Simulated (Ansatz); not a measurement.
# F2H5NSi (built from SMILES F[SiH2]F.N): search for a transition state, part 2 of 2

Ansatz 0.2.0, Gaussian basis; PBE0-D4. The steps go on from the part before.

## Step 4: Saddle search in the small basis

A small driver takes partitioned rational-function steps: uphill along one mode, downhill along the rest. It calls the program once a step for energy and forces and updates the Hessian by Bofill's formula. It stops when the largest force is under 0.04 eV/Å and the followed curvature is negative. The first step's input:

presaddle/in.yaml

```yaml
crystal:
  periodic: [false, false, false]
  atoms:
    - {symbol: Si, position_ang: [0.028732, 0.506317, 0.611619]}
    - {symbol: H, position_ang: [-1.753519, -0.072065, -0.140065]}
    - {symbol: F, position_ang: [-0.336899, 1.950146, -0.007069]}
    - {symbol: F, position_ang: [1.556270, 0.789766, 1.119272]}
    - {symbol: H, position_ang: [-0.586699, -0.005157, 1.846134]}
    - {symbol: H, position_ang: [-0.906079, -0.751098, -0.568202]}
    - {symbol: N, position_ang: [0.373186, -0.725342, -0.701039]}
    - {symbol: H, position_ang: [0.507348, -0.281687, -1.611417]}
    - {symbol: H, position_ang: [1.117659, -1.410779, -0.549233]}
basis:
  gaussian: {orbitals: def2-SVP}
hamiltonian: {xc: pbe0, dispersion: d4}
output: {forces: true}
scf: {lower_state_search: off}
```

Command:

```
$ ansatz run in.yaml --threads 4 --pin off --events-out ev --progress --plain --max-ram 9574MiB
```

Step by step:

| step | energy (eV) | largest force (eV/Å) | followed curvature (eV/Å²) |
| --- | --- | --- | --- |
| 1 | -14866.14876 | 1.0163 | -12.47 |
| 2 | -14866.21777 | 0.2612 | -12.56 |
| 3 | -14866.21662 | 0.1097 | -12.58 |
| 4 | -14866.21697 | 0.0235 | -12.55 |

The 4 steps took 1.4 s in all (4 threads of AMD EPYC 9R45, shared host).

## Step 5: Saddle search in triple zeta

The search itself is an outer loop (partitioned rational-function steps, Bofill update of the Hessian). Each step is one single-point run with forces. It stops when the largest force is under 0.01 eV/Å and the followed curvature is negative. The first step's input:

saddle/in.yaml

```yaml
crystal:
  periodic: [false, false, false]
  atoms:
    - {symbol: Si, position_ang: [-0.047162, 0.504207, 0.598203]}
    - {symbol: H, position_ang: [-1.602456, -0.027864, -0.097358]}
    - {symbol: F, position_ang: [-0.388097, 1.977691, 0.015631]}
    - {symbol: F, position_ang: [1.495527, 0.809447, 1.069969]}
    - {symbol: H, position_ang: [-0.567059, -0.038307, 1.871863]}
    - {symbol: H, position_ang: [-0.871438, -0.717772, -0.581494]}
    - {symbol: N, position_ang: [0.363093, -0.740691, -0.719318]}
    - {symbol: H, position_ang: [0.558666, -0.299351, -1.620001]}
    - {symbol: H, position_ang: [1.058927, -1.467261, -0.537494]}
basis:
  gaussian: {orbitals: def2-TZVP}
hamiltonian: {xc: pbe0, dispersion: d4}
output: {forces: true}
scf: {lower_state_search: off}
```

Command:

```
$ ansatz run in.yaml --threads 4 --pin off --events-out ev --progress --plain --max-ram 9574MiB
```

Step by step:

| step | energy (eV) | largest force (eV/Å) | followed curvature (eV/Å²) |
| --- | --- | --- | --- |
| 1 | -14878.01387 | 0.7599 | -12.55 |
| 2 | -14878.03772 | 0.2242 | -12.52 |
| 3 | -14878.03884 | 0.0288 | -12.43 |
| 4 | -14878.03873 | 0.0377 | -12.43 |
| 5 | -14878.03895 | 0.0032 | -12.43 |

The 5 steps took 3.1 s in all (4 threads of AMD EPYC 9R45, shared host).

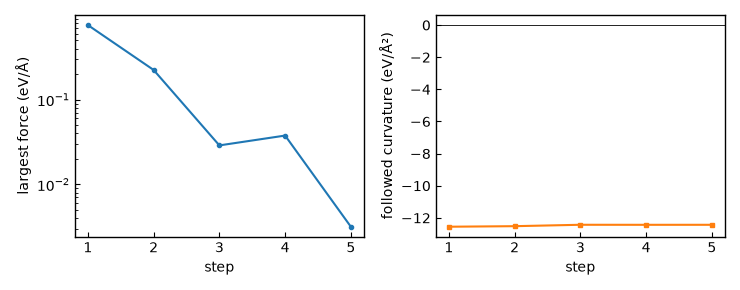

Largest force and followed curvature during the search.

The point found:

```xyz
9
charge 0, multiplicity 1
Si   -0.0438    0.5070    0.5881
H    -1.6056   -0.0243   -0.0930
F    -0.4044    1.9598    0.0378
F     1.4797    0.8186    1.0490
H    -0.5379   -0.0513    1.8582
H    -0.8604   -0.7002   -0.5916
N     0.3623   -0.7266   -0.7218
H     0.5934   -0.3111   -1.6182
H     1.0168   -1.4718   -0.5085
```

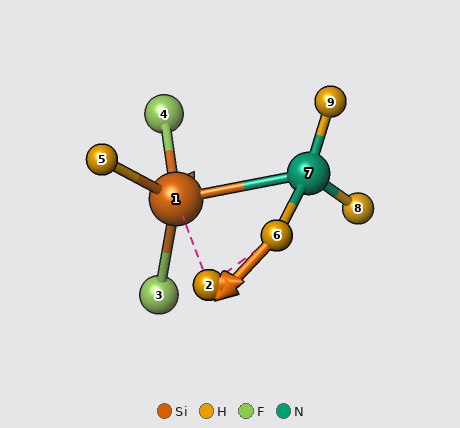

The point found; broken lines mark the pairs that react, arrows the followed mode.

## Step 6: Vibrations at the point found

vib/in.yaml

```yaml
crystal:
  periodic: [false, false, false]
  atoms:
    - {symbol: Si, position_ang: [-0.043824, 0.507030, 0.588144]}
    - {symbol: H, position_ang: [-1.605644, -0.024320, -0.092990]}
    - {symbol: F, position_ang: [-0.404413, 1.959801, 0.037775]}
    - {symbol: F, position_ang: [1.479657, 0.818585, 1.048990]}
    - {symbol: H, position_ang: [-0.537902, -0.051345, 1.858187]}
    - {symbol: H, position_ang: [-0.860394, -0.700176, -0.591640]}
    - {symbol: N, position_ang: [0.362285, -0.726623, -0.721752]}
    - {symbol: H, position_ang: [0.593433, -0.311096, -1.618165]}
    - {symbol: H, position_ang: [1.016802, -1.471757, -0.508549]}
basis:
  gaussian: {orbitals: def2-TZVP}
hamiltonian: {xc: pbe0, dispersion: d4}
phonons: {temperatures: {t_min: 298.15, t_max: 900, t_step: 200}}
```

Command:

```
$ ansatz run in.yaml --threads 4 --pin off --events-out ev --progress --plain --max-ram 9574MiB
```

What it wrote, shortened:

```text
Functional definition: PBE0
  name "PBE0"
  cite "Adamo & Barone, J. Chem. Phys. 110, 6158 (1999) doi:10.1063/1.478522"
  cite "Perdew, Burke & Ernzerhof, Phys. Rev. Lett. 77, 3865 (1996) doi:10.1103/PhysRevLett.77.3865"
  parent pbe
[...]
955 factors; their error is unknown
[...]
mean field -14877.92053355 eV, -546.7534949911 hartree, gradient 5.7e-5 eV, S^2 0.000000; 0 other end points of the search recorded, 0 dependent functions left out
[...]
reference -14877.92055924 eV, -546.7534959354 hartree; 22, 22 occupied and 138, 138 virtual orbitals, 955 factors
[... from here to the last solve, the lines of the solves are left out (53 solves) ...]
955 factors; their error is unknown
mean field -14877.92051216 eV, -546.7534942051 hartree, gradient 1.1e-6 eV, S^2 0.000000; 0 other end points of the search recorded, 0 dependent functions left out
[...]
reference -14877.92053785 eV, -546.7534951494 hartree; 22, 22 occupied and 138, 138 virtual orbitals, 955 factors
[...]
WARN: phonons: modes at or below zero, which the zero-point energy, F, S and C_V leave out: 1, the lowest at -1426.87 cm⁻¹. A minimum has none, and a first-order saddle one
[...]
Atom 0 at    -0.043824     0.507030     0.588144 Å, force     0.000361     0.001020    -0.000909 eV/Å
Atom 1 at    -1.605644    -0.024320    -0.092990 Å, force     0.000323    -0.000652     0.000049 eV/Å
Atom 2 at    -0.404413     1.959801     0.037775 Å, force    -0.000094     0.000060     0.000608 eV/Å
Atom 3 at     1.479657     0.818585     1.048990 Å, force     0.000177    -0.000097    -0.000076 eV/Å
Atom 4 at    -0.537902    -0.051345     1.858187 Å, force    -0.000554    -0.000089     0.000070 eV/Å
Atom 5 at    -0.860394    -0.700176    -0.591640 Å, force    -0.000843     0.000075     0.000012 eV/Å
Atom 6 at     0.362285    -0.726623    -0.721752 Å, force    -0.001040     0.001990     0.000733 eV/Å
Atom 7 at     0.593433    -0.311096    -1.618165 Å, force    -0.000189     0.000854    -0.001465 eV/Å
Atom 8 at     1.016802    -1.471757    -0.508549 Å, force     0.001859    -0.003161     0.000976 eV/Å
Dipole moment:     0.155080    -0.661730    -0.443942 e Å
Vibrations: -1426.87 152.93 259.44 295.41 408.54 576.05 654.27 721.01 803.49 806.87 862.89 933.74 971.30 1116.25 1494.08 1588.14 1652.64 1932.26 2276.64 3509.87 3611.90 cm⁻¹, zero-point energy 1.526723 eV
```

It took 27 s on 4 threads of AMD EPYC 9R45, shared host.

The modes, with what each moves most:

| mode | wavenumber (cm⁻¹) | character |
| --- | --- | --- |
| 1 | 1427i | changes H2–H6, H6–N7 |
| 2 | 153 | bend |
| 3 | 259 | torsion |
| 4 | 295 | bend |
| 5 | 409 | torsion with bend |
| 6 | 576 | bend with Si–N stretch |
| 7 | 654 | bend with torsion |
| 8 | 721 | bend with Si–N stretch |
| 9 | 803 | Si–F stretch with bend |
| 10 | 807 | Si–F stretch with torsion |
| 11 | 863 | Si–F stretch with torsion |
| 12 | 934 | not assigned (largely outside the bonds, angles and torsions drawn) |
| 13 | 971 | bend with Si–F stretch |
| 14 | 1116 | not assigned (largely outside the bonds, angles and torsions drawn) |
| 15 | 1494 | bend |
| 16 | 1588 | bend |
| 17 | 1653 | not assigned (largely outside the bonds, angles and torsions drawn) |
| 18 | 1932 | bend with N–H stretch |
| 19 | 2277 | Si–H stretch |
| 20 | 3510 | N–H stretch |
| 21 | 3612 | N–H stretch |

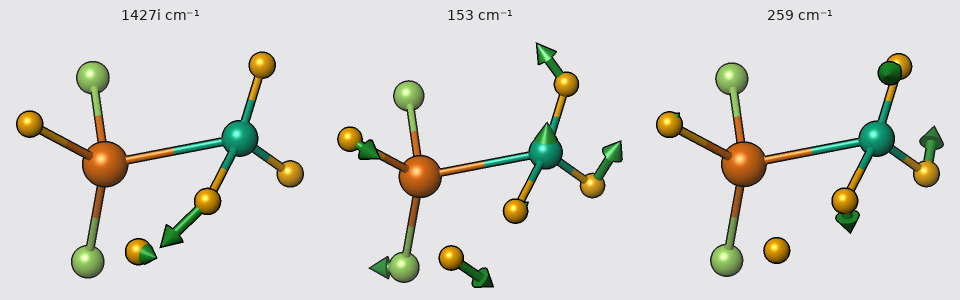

Displacements of 3 modes, as arrows.

Vibrational sums (real modes only):

| T (K) | entropy (J/mol/K) | heat capacity (J/mol/K) |
| --- | --- | --- |
| 298 | 36.4 | 53.3 |
| 498 | 72.0 | 86.0 |
| 698 | 104.6 | 107.0 |
| 898 | 133.4 | 121.1 |

## Step 7: Relaxing after a step of 0.30 Å one way along the mode

downa/in.yaml

```yaml
crystal:
  periodic: [false, false, false]
  atoms:
    - {symbol: Si, position_ang: [0.070706, 0.473459, 0.568088]}
    - {symbol: H, position_ang: [-1.612181, -0.127730, -0.178139]}
    - {symbol: F, position_ang: [-0.425697, 1.906003, 0.036600]}
    - {symbol: F, position_ang: [1.527423, 0.840734, 1.088157]}
    - {symbol: H, position_ang: [-0.549226, -0.044879, 1.811496]}
    - {symbol: H, position_ang: [-1.106132, -0.552585, -0.503154]}
    - {symbol: N, position_ang: [0.427162, -0.713913, -0.703806]}
    - {symbol: H, position_ang: [0.599559, -0.323429, -1.617071]}
    - {symbol: H, position_ang: [1.068385, -1.457561, -0.502171]}
basis:
  gaussian: {orbitals: def2-TZVP}
hamiltonian: {xc: pbe0, dispersion: d4}
relax: {f_tol: 0.005, max_steps: 200}
```

Command:

```
$ ansatz run in.yaml --threads 4 --pin off --events-out ev --progress --plain --max-ram 9574MiB
```

What it wrote, shortened:

```text
[... 5 set-up lines as earlier in the session ...]
[...]
955 factors; their error is unknown
[...]
mean field -14878.37606731 eV, -546.7702355481 hartree, gradient 3.3e-5 eV, S^2 0.000000; 0 other end points of the search recorded, 0 dependent functions left out
[...]
reference -14878.37609385 eV, -546.7702365235 hartree; 22, 22 occupied and 138, 138 virtual orbitals, 955 factors
relax step   1: F+E_penalty+E_count = -14878.49271360 eV  Δ(F+E_penalty+E_count) = +0.000e0 eV  max|allowed force component| = 2.637e0 eV/Å  Δτ_max = 0.0000 Å  (26 SCF iters, accepted)
[...]
Total energy: -14879.98744299 eV, -546.8294525123 hartree
Atom 0 at     0.740202     0.646485     0.741214 Å, force     0.000006    -0.000616     0.000503 eV/Å
Atom 1 at    -2.954348    -0.967676    -0.876453 Å, force     0.004650     0.001454     0.000375 eV/Å
Atom 2 at     0.173633     2.048966     0.265349 Å, force     0.000362     0.000039    -0.000118 eV/Å
Atom 3 at     2.242368     0.939668     1.172838 Å, force    -0.000765     0.000471    -0.000108 eV/Å
Atom 4 at     0.035588     0.160975     1.936119 Å, force     0.000733     0.000041    -0.000699 eV/Å
Atom 5 at    -2.232900    -0.780549    -0.816210 Å, force    -0.004655    -0.001322    -0.000554 eV/Å
Atom 6 at     0.573101    -0.437156    -0.539409 Å, force     0.000142    -0.000625    -0.001617 eV/Å
Atom 7 at     0.784150    -0.179794    -1.489867 Å, force    -0.000464     0.000329     0.001819 eV/Å
Atom 8 at     0.638204    -1.430820    -0.393581 Å, force    -0.000010     0.000229     0.000399 eV/Å
Dipole moment:    -0.036303    -0.467316    -0.206107 e Å
```

It took 25 s on 4 threads of AMD EPYC 9R45, shared host.

Step by step: (not every step is listed) (the energy doesn't fall at every step)

| step | energy from step 1 (eV) | largest force component (eV/Å) |
| --- | --- | --- |
| 1 | 0.0000 | 2.6373 |
| 2 | -0.5799 | 1.5887 |
| 3 | -1.0058 | 1.5322 |
| 4 | -1.2855 | 0.7378 |
| 5 | -1.3950 | 0.4351 |
| 6 | -1.4413 | 0.3835 |
| 7 | -1.4718 | 0.2100 |
| 8 | -1.4755 | 0.1712 |
| 9 | -1.4444 | 0.5903 |
| 11 | -1.4803 | 0.1940 |
| 13 | -1.4891 | 0.2178 |
| 15 | -1.4911 | 0.0166 |
| 17 | -1.4917 | 0.0064 |
| 19 | -1.4921 | 0.0512 |
| 21 | -1.4928 | 0.1139 |
| 23 | -1.4935 | 0.0698 |
| 25 | -1.4939 | 0.0606 |
| 27 | -1.4943 | 0.0593 |
| 29 | -1.4945 | 0.0415 |
| 30 | -1.4946 | 0.0360 |
| 31 | -1.4946 | 0.0251 |
| 32 | -1.4947 | 0.0159 |
| 33 | -1.4947 | 0.0108 |
| 34 | -1.4947 | 0.0119 |
| 35 | -1.4947 | 0.0047 |

Close pairs (by a distance rule), those that changed most:

| bond | before (Å) | after (Å) | change (Å) |
| --- | --- | --- | --- |
| Si1–N7 | 1.776 | 1.686 | -0.090 |
| Si1–F3 | 1.607 | 1.586 | -0.021 |
| Si1–H5 | 1.483 | 1.470 | -0.013 |
| H2–H6 | 0.736 | 0.748 | +0.011 |
| N7–H9 | 1.002 | 1.006 | +0.004 |
| N7–H8 | 1.008 | 1.007 | -0.001 |
| Si1–F4 | 1.590 | 1.590 | +0.000 |

## Step 8: Relaxing after a step of 0.30 Å the other way along the mode

downb/in.yaml

```yaml
crystal:
  periodic: [false, false, false]
  atoms:
    - {symbol: Si, position_ang: [-0.158354, 0.540601, 0.608201]}
    - {symbol: H, position_ang: [-1.599107, 0.079089, -0.007841]}
    - {symbol: F, position_ang: [-0.383130, 2.013599, 0.038951]}
    - {symbol: F, position_ang: [1.431890, 0.796437, 1.009823]}
    - {symbol: H, position_ang: [-0.526578, -0.057812, 1.904877]}
    - {symbol: H, position_ang: [-0.614655, -0.847767, -0.680125]}
    - {symbol: N, position_ang: [0.297407, -0.739332, -0.739698]}
    - {symbol: H, position_ang: [0.587308, -0.298762, -1.619259]}
    - {symbol: H, position_ang: [0.965218, -1.485953, -0.514928]}
basis:
  gaussian: {orbitals: def2-TZVP}
hamiltonian: {xc: pbe0, dispersion: d4}
relax: {f_tol: 0.005, max_steps: 200}
```

Command:

```
$ ansatz run in.yaml --threads 4 --pin off --events-out ev --progress --plain --max-ram 9574MiB
```

What it wrote, shortened:

```text
[... 5 set-up lines as earlier in the session ...]
[...]
955 factors; their error is unknown
[...]
mean field -14877.93682371 eV, -546.7540936435 hartree, gradient 5.6e-5 eV, S^2 0.000000; 0 other end points of the search recorded, 0 dependent functions left out
[...]
reference -14877.93684903 eV, -546.7540945739 hartree; 22, 22 occupied and 138, 138 virtual orbitals, 955 factors
relax step   1: F+E_penalty+E_count = -14878.05164172 eV  Δ(F+E_penalty+E_count) = +0.000e0 eV  max|allowed force component| = 7.223e0 eV/Å  Δτ_max = 0.0000 Å  (26 SCF iters, accepted)
[...]
Total energy: -14879.72131117 eV, -546.8196723483 hartree
Atom 0 at    -0.273972     0.861346     0.570813 Å, force     0.000098     0.001360     0.000297 eV/Å
Atom 1 at    -1.241546     0.981867    -0.538605 Å, force    -0.000511     0.000027    -0.000294 eV/Å
Atom 2 at    -0.636010     2.183498     1.424789 Å, force     0.000763    -0.001221    -0.000646 eV/Å
Atom 3 at     1.247151     1.195611     0.180144 Å, force    -0.000717     0.000820     0.001322 eV/Å
Atom 4 at    -0.435974    -0.181603     1.604095 Å, force     0.000437     0.000298    -0.000127 eV/Å
Atom 5 at    -0.503580    -1.705679    -0.736532 Å, force    -0.000529    -0.000601    -0.000084 eV/Å
Atom 6 at     0.260300    -1.043275    -0.664368 Å, force    -0.001452     0.000847     0.001066 eV/Å
Atom 7 at     0.534912    -0.775248    -1.602548 Å, force     0.000707    -0.000332    -0.001586 eV/Å
Atom 8 at     1.048718    -1.516418    -0.237788 Å, force     0.001204    -0.001197     0.000051 eV/Å
Dipole moment:     0.032478    -0.991280    -0.550405 e Å
```

Run time: 13 s. Hardware: 4 threads of AMD EPYC 9R45, shared host.

Step by step:

| step | energy from step 1 (eV) | largest force component (eV/Å) |
| --- | --- | --- |
| 1 | 0.0000 | 7.2225 |
| 2 | -0.6023 | 1.0411 |
| 3 | -0.7842 | 1.7514 |
| 4 | -0.8987 | 1.5641 |
| 5 | -0.9559 | 0.7082 |
| 6 | -1.0049 | 0.4378 |
| 7 | -1.0479 | 0.7158 |
| 8 | -1.1327 | 1.2518 |
| 9 | -1.2688 | 1.6246 |
| 10 | -1.4541 | 1.3668 |
| 11 | -1.5963 | 0.8390 |
| 12 | -1.6676 | 0.0832 |
| 13 | -1.6683 | 0.0792 |
| 14 | -1.6693 | 0.0483 |
| 15 | -1.6696 | 0.0275 |
| 16 | -1.6696 | 0.0016 |

Close pairs (by a distance rule), those that changed most:

| bond | before (Å) | after (Å) | change (Å) |
| --- | --- | --- | --- |
| Si1–N7 | 1.914 | 2.332 | +0.418 |
| Si1–H2 | 1.633 | 1.477 | -0.156 |
| H6–N7 | 0.920 | 1.014 | +0.093 |
| Si1–F4 | 1.660 | 1.606 | -0.054 |
| Si1–F3 | 1.595 | 1.615 | +0.020 |
| N7–H9 | 1.027 | 1.014 | -0.013 |
| N7–H8 | 1.026 | 1.014 | -0.012 |
| Si1–H5 | 1.475 | 1.477 | +0.002 |

## Step 9: The three structures

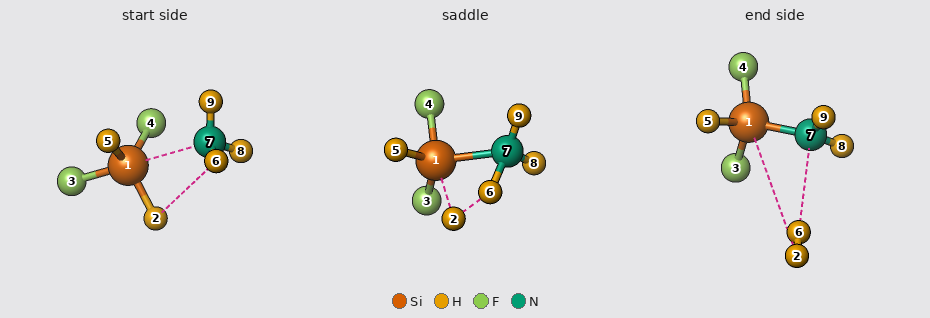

The minimum on the start side, the saddle and the minimum on the end side; broken lines mark the pairs that change.

| pair | start side (Å) | saddle (Å) | end side (Å) |
| --- | --- | --- | --- |
| Si1–N7 | 2.332 | 1.845 | 1.686 |
| H2–H6 | 2.794 | 1.123 | 0.748 |
| Si1–H2 | 1.477 | 1.785 | 4.344 |
| H6–N7 | 1.014 | 1.230 | 2.840 |

## Step 10: Summary of results

What follows sums up all 2 parts.

```
                       quantity                                                     value
                 imaginary mode                                                1427i cm⁻¹
    barrier from the start side                                                  1.682 eV
      barrier from the end side                                                  1.948 eV
             energy of the step                                                 -0.266 eV
              pairs that change  Si1–N7 formed, H2–H6 formed, Si1–H2 broken, H6–N7 broken
zero-point energy at the saddle                                                  1.527 eV
```

What this shows: The point has a single imaginary mode (1427i cm⁻¹), as a transition state must. The two relaxations end on the structures that were planned. At PBE0-D4/def2-TZVP the electronic barrier is 1.682 eV, about 65 kT at 298 K, and the step runs 0.266 eV downhill. With so stiff a mode tunnelling counts: Wigner's rough correction is a factor of 3.0 at 298 K. These are plain relaxations, not an intrinsic reaction coordinate. The ends are the nearest minima, not always the lowest complexes.
